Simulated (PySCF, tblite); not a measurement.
# C5H7BNO2 radical: geometry, infrared bands and EPR parameters

What infrared bands and EPR parameters should C5H7BNO2 radical (`CC/C(=[C]/C#N)B(O)O`) show?

Computed with tblite 0.8.0 and PySCF 2.14.0, with density-fitted response routines of our own, on a single molecule in the gas phase. Atoms count from 0, in the outputs and in this text.

## 1. The starting structure

16 atoms, charge 0, multiplicity 2; geometry from: force field or distance geometry start.

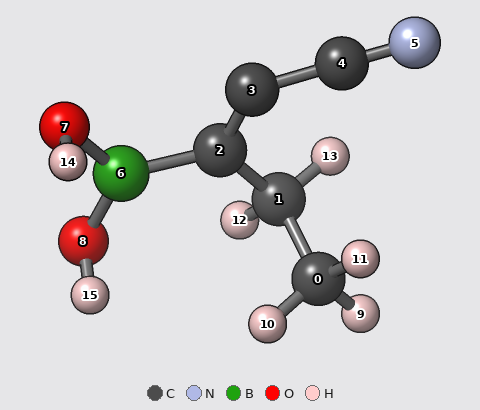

The starting geometry (carbon dark grey, nitrogen light blue, boron green, oxygen red, hydrogen pink), atoms numbered; sticks join atoms by distance.

## 2. Optimising the geometry with GFN2-xTB

Job settings and geometry (Å):

```
{"job": {"kind": "relax", "xc": "GFN2-xTB", "basis": "xTB"}, "charge": 0, "multiplicity": 2}
C     -1.354200    -0.928600    -0.792300
C     -0.915500    -0.384000     0.553600
C      0.317300     0.492300     0.419200
C      0.220300     1.809200     0.126200
C     -1.026200     2.505300    -0.023200
N     -2.030400     3.072700    -0.166400
B      1.747000    -0.132200     0.517700
O      2.940500     0.708500     0.374100
O      1.911600    -1.568100     0.781300
H     -2.256300    -1.577600    -0.650900
H     -0.555300    -1.526400    -1.260500
H     -1.639800    -0.091600    -1.466700
H     -0.690100    -1.243900     1.244700
H     -1.742600     0.168800     1.034500
H      3.136100     0.684500    -0.596800
H      1.930100    -1.980000    -0.106000
```

Run with:

```bash
> OMP_NUM_THREADS=1 python probes_run.py task.json out
```

This one command runs all jobs of the session in turn.

The program printed:

```text
step      E/eV     max force
  0    -719.46947    3.370
  1    -719.94786    1.856
  2    -720.09151    2.297
  3    -720.12822    2.548
  4    -720.16508    1.482
  5    -720.19734    0.432
  6    -720.22876    0.667
  7    -720.26851    0.942
  8    -720.32418    0.852
  9    -720.39167    1.005
 10    -720.47504    1.021
 11    -720.60135    1.065
 12    -720.71227    0.904
 13    -720.65992    3.167
 14    -720.76216    2.147
 15    -720.86569    0.786
 16    -720.93070    0.656
 17    -721.00623    0.713
 18    -721.07556    0.759
 19    -721.16072    0.575
 20    -721.20545    0.395
 21    -721.23205    0.444
 22    -721.24515    0.332
 23    -721.25783    0.300
 24    -721.27467    0.333
 25    -721.28464    0.293
 26    -721.29677    0.239
 27    -721.30384    0.184
 28    -721.31170    0.214
 29    -721.31787    0.190
 30    -721.32234    0.151
 31    -721.32555    0.136
 32    -721.32885    0.141
 33    -721.33262    0.143
 34    -721.33661    0.162
 35    -721.34021    0.149
 36    -721.34384    0.140
 37    -721.34839    0.173
 38    -721.35412    0.190
 39    -721.36029    0.206
 40    -721.36639    0.222
 41    -721.37270    0.226
 42    -721.37980    0.402
 43    -721.38796    0.452
 44    -721.39777    0.290
 45    -721.40434    0.223
 46    -721.40609    0.130
 47    -721.40766    0.133
 48    -721.41000    0.092
 49    -721.41113    0.094
 50    -721.41213    0.079
 51    -721.41260    0.095
 52    -721.41321    0.065
 53    -721.41386    0.073
 54    -721.41448    0.059
 55    -721.41484    0.053
 56    -721.41529    0.062
 57    -721.41602    0.071
 58    -721.41736    0.100
 59    -721.41957    0.129
 60    -721.42217    0.111
 61    -721.42401    0.241
 62    -721.42385    0.402
 63    -721.42647    0.101
 64    -721.42774    0.106
 65    -721.43048    0.073
 66    -721.43139    0.135
 67    -721.43223    0.158
 68    -721.43285    0.141
 69    -721.43330    0.107
 70    -721.43360    0.076
 71    -721.43391    0.033
 72    -721.43415    0.033
 73    -721.43438    0.057
 74    -721.43460    0.065
 75    -721.43482    0.044
 76    -721.43500    0.035
 77    -721.43516    0.051
 78    -721.43530    0.075
 79    -721.43547    0.076
 80    -721.43563    0.061
 81    -721.43575    0.029
 82    -721.43583    0.022
 83    -721.43590    0.018
 84    -721.43595    0.021
 85    -721.43599    0.015
 86    -721.43603    0.015
 87    -721.43607    0.014
 88    -721.43611    0.016
 89    -721.43615    0.017
 90    -721.43618    0.015
 91    -721.43620    0.021
 92    -721.43623    0.018
 93    -721.43625    0.011
 94    -721.43626    0.010
```

Wall time 0.51 s (1 thread of Arm Neoverse V2, shared host).

The steps of the relaxation: (not every step is listed)

| step | energy from step 0 (eV) | largest force (eV/Å) |
| --- | --- | --- |
| 0 | 0.0000 | 3.3698 |
| 1 | -0.4784 | 1.8556 |
| 2 | -0.6220 | 2.2969 |
| 3 | -0.6588 | 2.5477 |
| 4 | -0.6956 | 1.4822 |
| 5 | -0.7279 | 0.4317 |
| 6 | -0.7593 | 0.6671 |
| 7 | -0.7990 | 0.9415 |
| 8 | -0.8547 | 0.8523 |
| 16 | -1.4612 | 0.6560 |
| 24 | -1.8052 | 0.3327 |
| 32 | -1.8594 | 0.1412 |
| 40 | -1.8969 | 0.2220 |
| 48 | -1.9405 | 0.0919 |
| 56 | -1.9458 | 0.0622 |
| 64 | -1.9583 | 0.1059 |
| 72 | -1.9647 | 0.0332 |
| 80 | -1.9662 | 0.0607 |
| 88 | -1.9666 | 0.0164 |
| 89 | -1.9667 | 0.0170 |
| 90 | -1.9667 | 0.0153 |
| 91 | -1.9667 | 0.0206 |
| 92 | -1.9668 | 0.0180 |
| 93 | -1.9668 | 0.0108 |
| 94 | -1.9668 | 0.0095 |

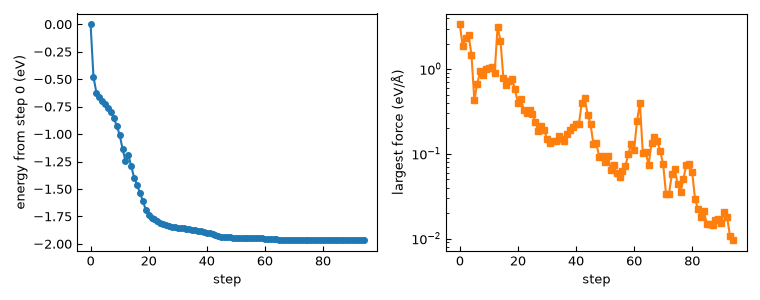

Energy and largest force along the relaxation.

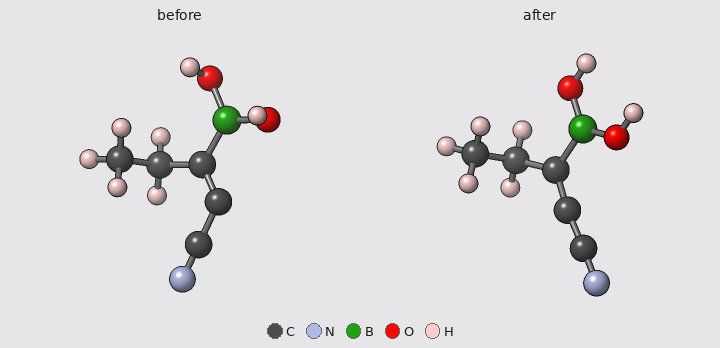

Before and after, at one scale.

Distances of close pairs at the start and the end, largest changes first:

| bond | before (Å) | after (Å) | change (Å) |
| --- | --- | --- | --- |
| B6–O7 | 1.467 | 1.348 | -0.119 |
| B6–O8 | 1.469 | 1.352 | -0.117 |
| C3–C4 | 1.435 | 1.319 | -0.116 |
| C2–C3 | 1.353 | 1.300 | -0.052 |
| C1–H12 | 1.126 | 1.090 | -0.036 |
| O7–H14 | 0.991 | 0.958 | -0.033 |
| C0–H9 | 1.120 | 1.088 | -0.033 |
| C2–B6 | 1.563 | 1.593 | +0.030 |

The final coordinates are the input of the step that follows.

## 3. Vibrational analysis with GFN2-xTB

Job settings and geometry (Å):

```
{"job": {"kind": "ir", "xc": "GFN2-xTB", "basis": "xTB"}, "charge": 0, "multiplicity": 2}
C     -1.505027    -1.260465    -0.780150
C     -1.061514    -0.678218     0.560493
C     -0.038734     0.418772     0.332924
C     -0.384856     1.666290     0.212171
C     -0.561655     2.965377     0.064136
N     -0.767155     4.110141    -0.065167
B      1.489972    -0.012719     0.207534
O      2.391284     0.946713    -0.082363
O      1.783648    -1.316337     0.414204
H     -2.229622    -2.055666    -0.619938
H     -0.650249    -1.670037    -1.312715
H     -1.963327    -0.489535    -1.395881
H     -0.601102    -1.460539     1.163357
H     -1.925392    -0.273095     1.089485
H      3.316044     0.703988    -0.144763
H      2.700087    -1.585725     0.345263
```

The program printed:

```text
mode    cm-1     km/mol
  1      17.8      0.14
  2      29.6      0.83
  3      45.3      2.10
  4     113.2      0.08
  5     170.0      3.10
  6     217.6      9.82
  7     232.9      1.14
  8     315.4     17.36
  9     354.6      4.88
 10     365.1      9.65
 11     393.5      4.67
 12     460.9     18.41
 13     508.2      3.35
 14     513.2      0.16
 15     580.3    197.28
 16     597.7    199.03
 17     629.9     22.50
 18     814.9      8.65
 19     898.1    280.74
 20     919.2      5.80
 21     942.7     78.53
 22     998.8      5.19
 23    1072.3      5.22
 24    1106.1      1.04
 25    1144.0      1.74
 26    1228.9    194.74
 27    1245.2     95.77
 28    1281.5    394.40
 29    1295.5     29.17
 30    1402.3      1.18
 31    1465.8      5.40
 32    1491.6      4.35
 33    1498.0      2.73
 34    1847.9     46.77
 35    2158.0     91.13
 36    2985.3     24.08
 37    3003.8     10.95
 38    3032.4     40.24
 39    3036.7     30.87
 40    3044.0     28.38
 41    3598.0      3.15
 42    3604.5      7.43
```

Run time: 0.42 s. Hardware: 1 thread of Arm Neoverse V2, shared host.

The strongest bands and the atoms that carry them (share of the mass-weighted mode):

| cm⁻¹ | km/mol | atoms |
| --- | --- | --- |
| 580 | 197.3 | H14 32 %, H15 28 %, C2 19 % |
| 598 | 199.0 | B6 42 %, C2 14 % |
| 898 | 280.7 | H14 50 %, H15 39 % |
| 943 | 78.5 | H15 29 %, O8 21 %, O7 19 %, H14 18 % |
| 1229 | 194.7 | B6 39 % |
| 1245 | 95.8 | H12 27 %, B6 19 %, H13 18 % |
| 1282 | 394.4 | B6 70 %, O7 15 %, O8 10 % |
| 2158 | 91.1 | C4 62 %, N5 31 % |

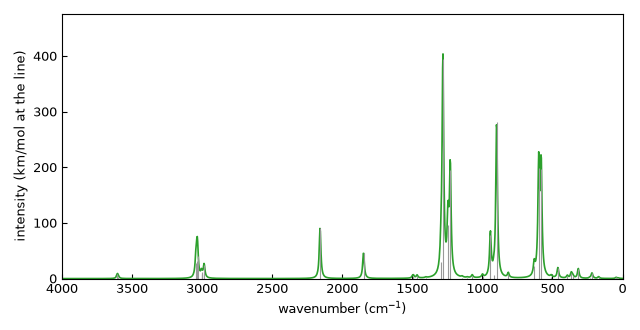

The infrared spectrum from these modes, unscaled. Lines are broadened to a width of 14 cm⁻¹ (Lorentzian).

## 4. EPR parameters: B3LYP/pcH-1

Same as in step 3 but for these lines:

```diff
@@ -1,2 +1,2 @@
-{"job": {"kind": "ir", "xc": "GFN2-xTB", "basis": "xTB"}, "charge": 0, "multiplicity": 2}
+{"job": {"kind": "epr", "basis": "pcH-1"}, "charge": 0, "multiplicity": 2}
 C     -1.505027    -1.260465    -0.780150
```

Level: UKS B3LYP, pcH-1 on B C H N O, non-relativistic, mean-field spin-orbit, GIAO.

The program printed:

```text
UKS, coarse grid
  cycle   1  E = -424.65524491  |g| = 7.25e-01
  cycle   2  E = -424.34339471  |g| = 1.16e+00
  cycle   3  E = -424.81887174  |g| = 2.63e-01
  cycle   4  E = -424.84700262  |g| = 9.51e-02
  cycle   5  E = -424.85104192  |g| = 2.42e-02
  cycle   6  E = -424.85135004  |g| = 1.14e-02
  cycle   7  E = -424.85143545  |g| = 6.11e-03
  cycle   8  E = -424.85148038  |g| = 3.12e-03
  cycle   9  E = -424.85149889  |g| = 1.52e-03
  cycle  10  E = -424.85150449  |g| = 6.95e-04
UKS, final grid
  cycle   1  E = -424.85152982  |g| = 7.11e-04
  cycle   2  E = -424.85152995  |g| = 1.22e-03
  cycle   3  E = -424.85153059  |g| = 3.61e-04
  cycle   4  E = -424.85153075  |g| = 2.60e-04
  cycle   5  E = -424.85153099  |g| = 1.58e-04
  cycle   6  E = -424.85153102  |g| = 3.73e-05
  cycle   7  E = -424.85153102  |g| = 1.63e-05
E = -424.85153102 Eh   <S^2> = 0.7728 (exact 0.7500)
g shifts (ppm)      1          2          3
  rmc          -185       -185       -185
  gc             43         -3         22
  oz_so       -1586         85       1597
  total       -1729       -103       1434
hyperfine (MHz)  atom isotope    a_iso     a_fc   dipolar eigenvalues
    0   13C      -7.52      -7.52     -0.33     -0.20      0.53
    1   13C      65.98      65.98     -6.67     -5.90     12.57
    2   13C     -43.46     -43.46    -16.70      6.46     10.24
    3   13C      72.28      72.28    -68.03    -49.73    117.76
    4   13C     -63.53     -63.53    -19.87     -4.39     24.26
    5   14N      11.51      11.51    -22.88    -14.39     37.27
    6   11B      75.26      75.26     -4.30     -3.44      7.74
    7   17O       2.00       2.00     -1.00     -0.64      1.64
    8   17O     -14.00     -14.00     -1.20     -0.18      1.39
    9    1H       2.30       2.30     -0.91     -0.65      1.56
   10    1H       0.47       0.47     -1.01     -0.90      1.91
   11    1H       0.76       0.76     -1.92     -1.70      3.63
   12    1H      -0.80      -0.80     -3.25     -1.52      4.77
   13    1H      -6.48      -6.48     -5.32     -1.02      6.34
   14    1H      -0.39      -0.39     -1.28     -0.59      1.87
   15    1H       8.20       8.20     -0.77     -0.66      1.42
```

Wall time 97 s (1 thread of Arm Neoverse V2, shared host); peak memory 1.1 GiB.

Principal g values 2.00059, 2.00222, 2.00375; g(iso) = 2.00219, against 2.00232 for a free electron.

Hyperfine couplings; where a row names several nuclei, a(iso) is their mean (it holds for fast rotation or exchange) and the dipolar term the largest among them:

| nuclei | isotope | a(iso) (MHz) | a(iso) (G, at g = 2.0023) | largest dipolar term (MHz) |
| --- | --- | --- | --- | --- |
| B6 | 11B | 75.3 | 26.9 | 7.7 |
| C3 | 13C | 72.3 | 25.8 | 117.8 |
| C1 | 13C | 66.0 | 23.5 | 12.6 |
| C4 | 13C | -63.5 | -22.7 | 24.3 |
| C2 | 13C | -43.5 | -15.5 | -16.7 |
| N5 | 14N | 11.5 | 4.1 | 37.3 |
| C0 | 13C | -7.5 | -2.7 | 0.5 |
| O7, O8 | 17O | -6.0 | -2.1 | 1.6 |
| H14, H15 | 1H | 3.9 | 1.4 | 1.9 |
| H12, H13 | 1H | -3.6 | -1.3 | 6.3 |
| H9, H10, H11 | 1H | 1.2 | 0.4 | 3.6 |

Mulliken spin populations:

C0 0.00; C1 0.06; C2 -0.16; C3 0.80; C4 -0.23; N5 0.47; B6 0.05; O7 0.00; O8 0.00; H9 0.00; H10 0.00; H11 0.00; H12 0.00; H13 0.00; H14 0.00; H15 0.01

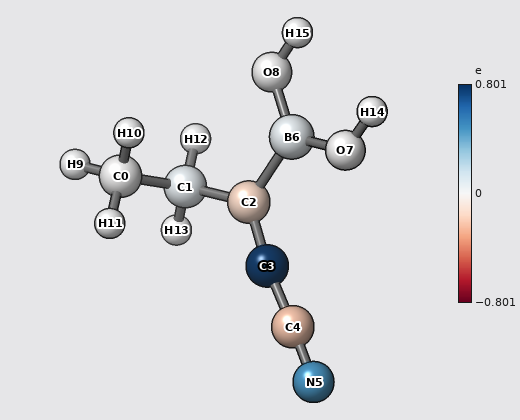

Mulliken spin populations, as colours on the atoms.

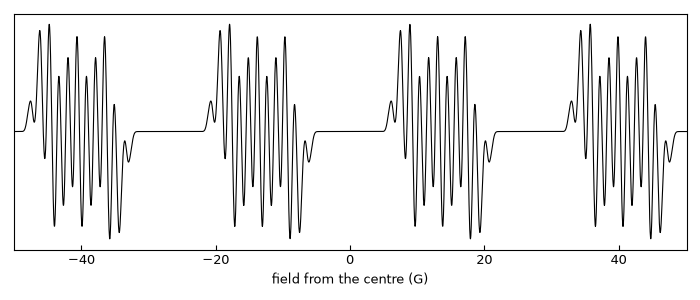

First-order isotropic spectrum (first derivative, main isotopes with spin only, couplings over 0.8 MHz, Gaussian width 0.3 G; couplings of the frozen geometry, rotation of groups not averaged beyond the rows shown).

Orbitals, density, ELF and potential are computed afterwards from the orbital file.

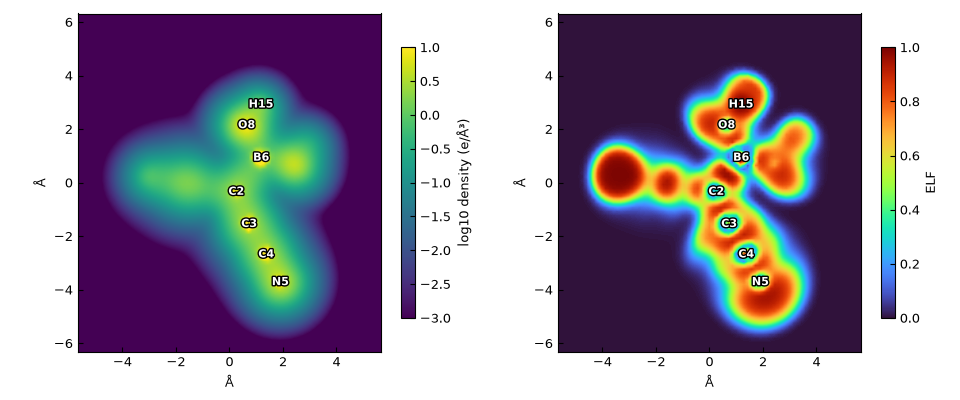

Density (left) and ELF (right) in a plane through or near 7 of the atoms.

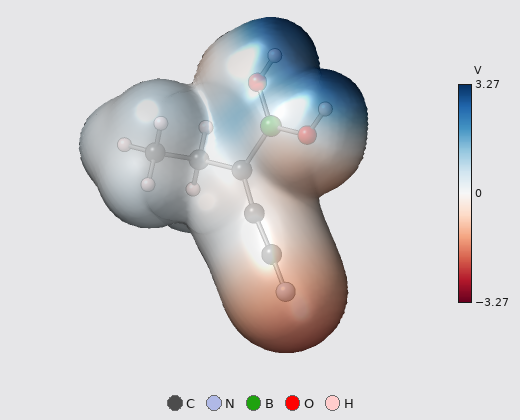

Electrostatic potential on the surface of density 0.002 e/bohr³; red is low, blue high. It runs from -1.89 V near N5 to 3.27 V near H15.

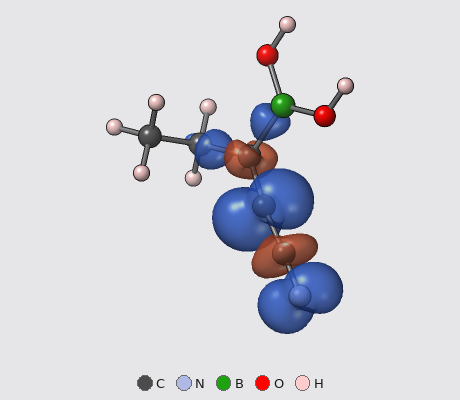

Spin density at ±0.03 e/Å³ (alpha excess blue, beta excess red).

## 5. Results

```
                                                                  quantity                  value
                                 strongest single infrared mode (GFN2-xTB)  1282 cm⁻¹, 394 km/mol
                                              zero-point energy (GFN2-xTB)          72.4 kcal/mol
                                                            g(iso) (B3LYP)                2.00219
                                                                      ⟨S²⟩     0.773 (exact 0.75)
                                        largest a(iso) (averaged by class)    11B on B6, 75.3 MHz
potential on the surface of density 0.002 e/bohr³, 1st and 99th percentile     -1.89 V and 3.27 V
```

**Reading.** Relaxing lowered the energy by 1.967 eV in 94 steps; the close pair that moved most is B6–O7, from 1.467 to 1.348 Å. All 42 modes are real, so the xTB geometry is a minimum. The strongest single mode, at 1282 cm⁻¹, moves mainly B6. GFN2-xTB is a fitted tight-binding method: band positions and strengths are rough. Its intensities can rank the bands wrongly. The largest share of the spin, 0.80 e, sits on C3. The isotropic g lies 0.1 ppt below the free-electron value.
